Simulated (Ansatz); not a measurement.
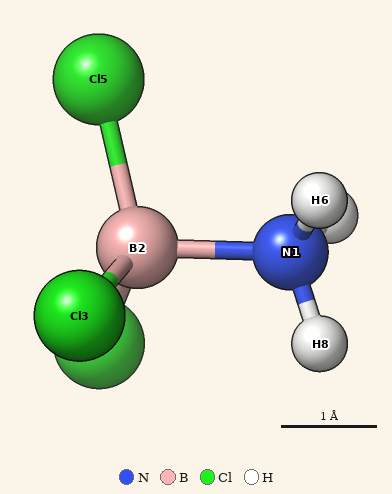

Fig. 1: The input geometry (ball-and-stick view, seen at a tilt; atoms are numbered from 1 in the order of the input).

**BNH3Cl3: molecular dynamics**

BNH3Cl3, SMILES [NH3+][B-](Cl)(Cl)Cl, set up with RKS PBE, rpa/def2-SVP (Ansatz 0.2.0).

The geometry comes from this level: PBE0-D4/def2-TZVP.

## Input file
```yaml
crystal:
  periodic: [false, false, false]
  atoms:
    - {symbol: N, position_ang: [-0.344830, -0.361111, 0.686627]}
    - {symbol: B, position_ang: [0.326845, 0.306141, -0.620745]}
    - {symbol: Cl, position_ang: [-0.637163, 1.827772, -0.926843]}
    - {symbol: Cl, position_ang: [0.148075, -0.946171, -1.939125]}
    - {symbol: Cl, position_ang: [2.063525, 0.626793, -0.152241]}
    - {symbol: H, position_ang: [-0.283370, 0.282869, 1.472086]}
    - {symbol: H, position_ang: [0.142409, -1.222783, 0.922322]}
    - {symbol: H, position_ang: [-1.323390, -0.570509, 0.502219]}
basis:
  gaussian: {orbitals: def2-SVP}
hamiltonian: {xc: {name: PBE}}
correlation: {method: rpa}
md: {timestep: 1 fs, n_steps: 30, ensemble: nvt_nose_hoover, temperature: 500, initial_velocities: maxwell_boltzmann, seed: 31}
```

Launch command:
```bash
ansatz run in.yaml --threads 4 --pin off --events-out ev --progress --plain --max-ram 10444MiB
```

## Output
```
Error: forces are implemented only for Hartree–Fock and Kohn–Sham states of molecules, for MP2, coupled cluster and FCI on these and for active spaces without a correction or with SC-NEVPT2: ask for no forces
```

## Outcome

```tsv
quantity	value
outcome	refused by the program
hardware	4 threads of Intel Xeon @ 2.50GHz, 180 GiB of memory available, shared host
```

The program refused the input: “forces are implemented only for Hartree–Fock and Kohn–Sham states of molecules, for MP2, coupled cluster and FCI on these and for active spaces without a correction or with SC-NEVPT2: ask for no forces”
